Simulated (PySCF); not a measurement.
# One shape, several levels: C3H8Si2 (SMILES C=C1[SiH2]C[SiH2]1)

Aim: a comparison of 5 runs (HF/STO-3G, HF/3-21G, BP86/6-31G, B3LYP/6-31G*, PBE0/def2-SVP) of C3H8Si2. Input form: a Python script.

The results are computed with PySCF 2.14.0.

## 1. The molecule

C3H8Si2: 13 atoms, total charge 0, spin state singlet. SMILES: `C=C1[SiH2]C[SiH2]1`. The coordinates come from a GFN2-xTB relaxation.

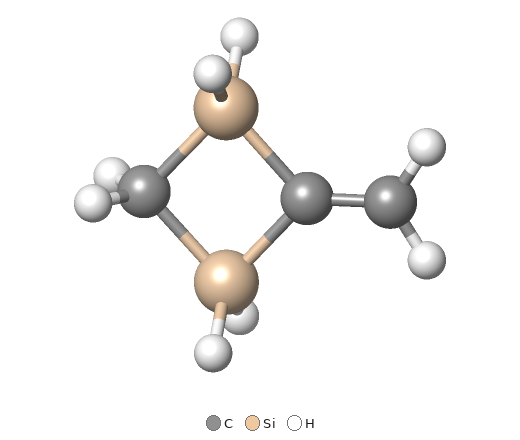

The structure, seen from a chosen angle (carbon grey, silicon light orange, hydrogen white).

## 2. Energy and gradient at HF/STO-3G (run 1)

The input, job.py:

```python
import pyscf.grad
from pyscf import gto, scf

mol = gto.M(
    atom='''
C        0.850910       1.982530       0.527870
C        0.343250       0.801800       0.211460
Si      -1.449440       0.174790       0.042870
C       -0.649450      -1.513900      -0.401880
Si       1.151140      -0.867960      -0.229510
H        0.230700       2.838820       0.755730
H        1.916890       2.159870       0.577700
H       -2.228920       0.795050      -1.032300
H       -2.233790       0.184660       1.280960
H       -0.900410      -2.319570       0.284060
H       -0.899180      -1.876460      -1.396130
H        1.932360      -1.484890       0.846420
H        1.935940      -0.874740      -1.467250
''',
    max_memory=1860,
    verbose=4,
    basis='sto-3g',
)

myscf = scf.RHF(mol)
myscf.conv_tol = 1e-10
myscf.kernel()
if not myscf.converged:
    myscf = myscf.newton().run(myscf.mo_coeff, myscf.mo_occ)

energy = myscf.e_tot
print('Final energy', energy)
grad = myscf.Gradients().kernel()
dip = myscf.dip_moment()
pop, q = myscf.mulliken_pop()
```

The run is started by

```bash
$ OMP_NUM_THREADS=1 python job.py
```

Output:

```text
PySCF version 2.14.0

[... 65 lines left out ...]
converged SCF energy = -688.055005383931
Final energy -688.0550053839306
[... 11 lines left out ...]
Dipole moment(X, Y, Z, Debye): -0.16620, -0.38845, -0.10376
[... 55 lines left out ...]
charge of   12H =     -0.15856
```

Run time: 5.7 s. Hardware: 1 thread of Intel Xeon at 2.70GHz, shared host; peak memory 0.12 GiB.

## 3. Energy and gradient at HF/3-21G (run 2)

The input, calc.py:

```python
import pyscf.grad
from pyscf import gto, scf

mol = gto.Mole()
mol.atom = '''
C      0.850910     1.982530     0.527870
C      0.343250     0.801800     0.211460
Si    -1.449440     0.174790     0.042870
C     -0.649450    -1.513900    -0.401880
Si     1.151140    -0.867960    -0.229510
H      0.230700     2.838820     0.755730
H      1.916890     2.159870     0.577700
H     -2.228920     0.795050    -1.032300
H     -2.233790     0.184660     1.280960
H     -0.900410    -2.319570     0.284060
H     -0.899180    -1.876460    -1.396130
H      1.932360    -1.484890     0.846420
H      1.935940    -0.874740    -1.467250
'''
mol.verbose = 4
mol.basis = '3-21g'
mol.charge = 0
mol.max_memory = 1860
mol.build()

calc0 = scf.RHF(mol)
calc0.conv_tol = 1e-10
calc0.kernel()
if not calc0.converged:
    calc0 = calc0.newton().run(calc0.mo_coeff, calc0.mo_occ)

e_tot = calc0.e_tot
print('E = %.10f Eh' % e_tot)
grad = calc0.Gradients().kernel()
calc0.analyze()
```

The run is started by

```bash
$ OMP_NUM_THREADS=1 python calc.py
```

Output:

```text
PySCF version 2.14.0

[... 92 lines left out ...]
MO #4   energy= -11.1537009971542  occ= 2
[... 12 lines left out ...]
MO #17  energy= -0.709580601256627 occ= 2
[... 12 lines left out ...]
MO #30  energy= 0.204178220775842  occ= 0
[... 12 lines left out ...]
MO #43  energy= 0.524956134398175  occ= 0
[... 12 lines left out ...]
MO #56  energy= 1.22861257888148   occ= 0
[... 12 lines left out ...]
MO #69  energy= 2.14407968869417   occ= 0
[... 85 lines left out ...]
Dipole moment(X, Y, Z, Debye):  0.13438,  0.30949,  0.08509
```

Run time: 6.9 s. Hardware: 1 thread of Intel Xeon at 2.70GHz, shared host; peak memory 0.14 GiB.

Runs 3 to 4 aren't shown in full; the table further down has their settings and results.

## 4. Energy and gradient at PBE0/def2-SVP (run 5)

The input, calc.py:

```python
import pyscf.grad
from pyscf import gto, dft

mol = gto.M(
    atom='''
C      1.607987     3.746439     0.997530
C      0.648648     1.515182     0.399601
Si    -2.739045     0.330305     0.081013
C     -1.227283    -2.860856    -0.759443
Si     2.175339    -1.640207    -0.433711
H      0.435960     5.364592     1.428123
H      3.622397     4.081563     1.091695
H     -4.212048     1.502427    -1.950764
H     -4.221251     0.348957     2.420664
H     -1.701528    -4.383352     0.536796
H     -1.699204    -3.545995    -2.638303
H      3.651631    -2.806035     1.599502
H      3.658396    -1.653019    -2.772701
''',
    basis='def2-svp',
    unit='bohr',
    max_memory=1860,
    charge=0,
    verbose=3,
    spin=0,
)

calc0 = dft.RKS(mol, xc='pbe0')
calc0.grids.level = 5
calc0.conv_tol = 1e-10
calc0.kernel()
if not calc0.converged:
    calc0 = calc0.newton().run(calc0.mo_coeff, calc0.mo_occ)

e_final = calc0.e_tot
print('E = %.10f Eh' % e_final)
grad = calc0.Gradients().kernel()
dip = calc0.dip_moment()
pop, q = calc0.mulliken_pop()
```

The run is started by

```bash
$ OMP_NUM_THREADS=1 python calc.py
```

Output:

```text
converged SCF energy = -697.417589131269
[... 9 lines left out ...]
Dipole moment(X, Y, Z, Debye):  0.05909,  0.13465,  0.03823
[... 132 lines left out ...]
charge of   12H =     -0.07082
```

It took 82 s on 1 thread of Intel Xeon at 2.70GHz, shared host; peak memory 1.3 GiB.

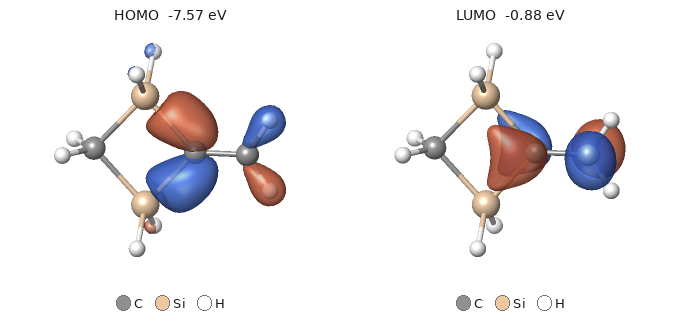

Frontier orbitals of this run, surfaces at ±0.2 Å^-3/2.

## 5. All runs side by side

```csv
run,level,integration grid,energy (Eh),dipole moment (D),HOMO energy (eV),LUMO energy (eV),wall time
1,HF/STO-3G,–,-688.055005,0.44,-8.04,8.59,5.7 s
2,HF/3-21G,–,-692.375274,0.35,-10.12,3.36,6.9 s
3,BP86/6-31G,5,-698.004676,0.06,-6.46,-1.37,44 s
4,B3LYP/6-31G* (spherical functions),5,-698.077922,0.08,-7.21,-0.71,62 s
5,PBE0/def2-SVP,5,-697.417589,0.15,-7.57,-0.88,82 s
```

## 6. What came out

| quantity | value |
| --- | --- |
| run 5: total energy | -697.41759 Eh |
| run 5: dipole moment | 0.15 D |
| run 5: HOMO energy | -7.57 eV |
| run 5: LUMO energy | -0.88 eV |
| run 5: HOMO–LUMO gap | 6.69 eV |
| run 5: largest force on an atom | 1.726 eV/Å |

What this shows: The dipole moment (its size) runs from 0.06 D (BP86/6-31G) to 0.44 D (HF/STO-3G). The two ends differ in method and basis. The two dipoles point in opposite directions. The HOMO–LUMO gap runs from 5.09 eV (BP86/6-31G) to 16.63 eV (HF/STO-3G). Totals of different functionals can't be ranked against each other. In run 1 the basis is minimal, so the values are rough. All runs together took 3.4 min, the longest 82 s.
